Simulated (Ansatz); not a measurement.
# AlH5OSn: vertical spin-state energies

Which spin state of AlH5OSn lies lowest at this geometry? Wanted for AlH5OSn: vertical spin-state energies. SMILES: [OH][SnH2][AlH2].

All numbers are computed with Ansatz 0.2.0 through its Python package. Level of theory: Hartree-Fock/def2-SVP.

## (1) The system

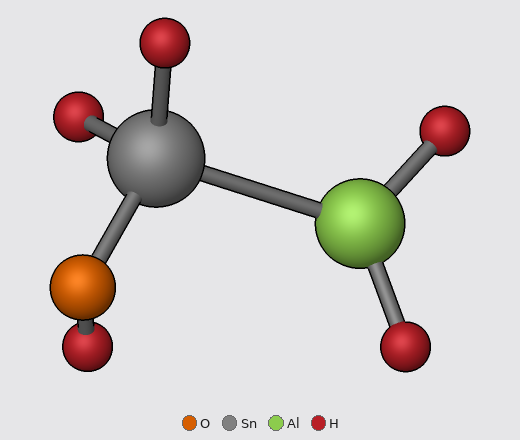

The starting structure, viewed from a chosen angle; oxygen orange, tin grey, aluminium green, hydrogen red.

The script holds or builds the structure itself.

## (2) Script

Input file spin.py:

```python
"""Gap between spin states of AlH5OSn at one geometry."""

import ansatz
from ase import Atoms

BASIS = "def2-SVP"
XC = "HF"

atoms = Atoms(["O", "Sn", "Al", "H", "H", "H", "H", "H"], positions=[
    [-2.0395, 0.4624, -0.6041],
    [-0.2202, 0.9531, -0.1471],
    [1.003, -1.2314, 0.6253],
    [-1.9347, -0.2335, -1.2594],
    [0.5958, 1.6118, -1.567],
    [-0.2052, 2.1498, 1.1474],
    [0.2849, -2.6252, 0.6768],
    [2.608, -1.1442, 1.0722],
])
geometry = ansatz.Crystal.molecule_from_ase(atoms)

setup = geometry.calculation().basis(gaussian=BASIS).functional(XC)
found = {}
for unpaired in [0, 2]:
    summary = setup.spin("collinear", total=unpaired).run().report
    s = unpaired / 2
    found[unpaired] = summary["free_energy_ev"]
    print(f"2S+1 = {unpaired + 1}: E = {found[unpaired]:.5f} eV, <S^2> = {abs(summary['mean_field']['state']['spin_squared']):.3f} (pure state {s * (s + 1):.2f})")
lowest = min(found, key=found.get)
for unpaired, e in found.items():
    print(f"multiplicity {unpaired + 1}: {(e - found[lowest]):.3f} eV above the lowest")
```

## (3) What the engine is handed

The engine receives this input (first run):

```yaml
crystal:
  periodic: [false, false, false]
  atoms:
    - { symbol: O, position_ang: [-2.0395, 0.4624, -0.6041] }
    - { symbol: Sn, position_ang: [-0.2202, 0.9531, -0.1471] }
    - { symbol: Al, position_ang: [1.003, -1.2314, 0.6253] }
    - { symbol: H, position_ang: [-1.9347, -0.2335, -1.2594] }
    - { symbol: H, position_ang: [0.5958, 1.6118, -1.567] }
    - { symbol: H, position_ang: [-0.2052, 2.1498, 1.1474] }
    - { symbol: H, position_ang: [0.2849, -2.6252, 0.6768] }
    - { symbol: H, position_ang: [2.608, -1.1442, 1.0722] }
basis:
  gaussian:
    orbitals: def2-SVP
hamiltonian:
  xc: hf
magnetization:
  spin_polarized: true
  initial_magnetization: 0.0
```

## (4) Running it

Launch:

```sh
> python spin.py
```

The program printed:

```text
2S+1 = 1: E = -14500.02073 eV, <S^2> = 0.000 (pure state 0.00)
2S+1 = 3: E = -14496.77902 eV, <S^2> = 2.014 (pure state 2.00)
multiplicity 1: 0.000 eV above the lowest
multiplicity 3: 3.242 eV above the lowest
```

Wall time 4.4 s (1 thread of Arm Neoverse V2, shared host); peak memory 0.25 GiB.

## (5) Inputs of later runs

The engine's inputs for the other runs:

Run 2, against run 1:

```diff
@@ -19 +19 @@
-  initial_magnetization: 0.0
+  initial_magnetization: 2.0
```

## (6) The engine's runs

The 2 runs, in the order started:

| run | 2S+1 | energy from run 1 (eV) | <S²> | SCF cycles | CPU time (s) |
| --- | --- | --- | --- | --- | --- |
| 1 | 1 | 0.0000 | 0.00 | 11 | 1.3 |
| 2 | 3 | 3.2417 | 2.01 | 50 | 2.6 |

## (7) Results

| quantity | value |
| --- | --- |
| runs compared | 2 |
| lowest | run 1 (2S+1 = 1) |
| next above it by | 3.242 eV |

In words: In order: multiplicity 1 (+0.00 eV) and multiplicity 3 (+3.24 eV), all at the one geometry. What to keep in mind:
- The geometry is a force-field or estimated start, not a minimum of this method, and the basis set is short of its limit. All parts are taken at fixed geometry, without zero-point energy.
- def2 sets replace the cores of elements past krypton by effective core potentials.
- Spin-orbit coupling, which mixes and shifts the spin states of heavy atoms, is left out.
